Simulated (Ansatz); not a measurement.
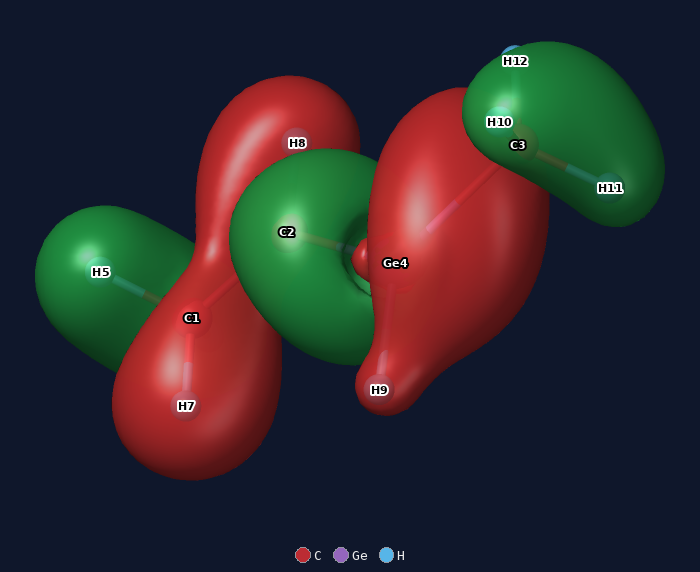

Figure 1: C3H8Ge (charge +1, doublet). The HOMO (β) at ±0.08 Å⁻³ᐟ² (green and red are the two phases), seen at an oblique angle.

Geometry: B3LYP/6-31G*.

The calculation used Ansatz, isolated molecule in a Gaussian basis; Kohn-Sham density functional theory, functional PBE0.

```xyz
12

C     1.6194   -1.5595   -1.2791
C     0.4678   -2.0421   -0.4917
C    -2.5956   -1.8005    0.8673
Ge   -1.1336   -1.0875   -0.1807
H     2.5277   -1.5769   -0.6528
H     1.8331   -2.2716   -2.0944
H     1.4955   -0.5598   -1.7012
H     0.5447   -3.0361   -0.0495
H    -1.2052    0.3099   -0.8200
H    -2.7848   -1.1229    1.7074
H    -3.4934   -1.8275    0.2398
H    -2.3588   -2.8011    1.2334
```

Where does this orbital lie, and at what energy?

Its weight (Hirshfeld) is mainly on C2 (about 20 %), Ge4 (about 20 %), C1 (about 15 %), C3 (about 15 %) and H7 (about 5 %). Its energy is −14.32 eV.
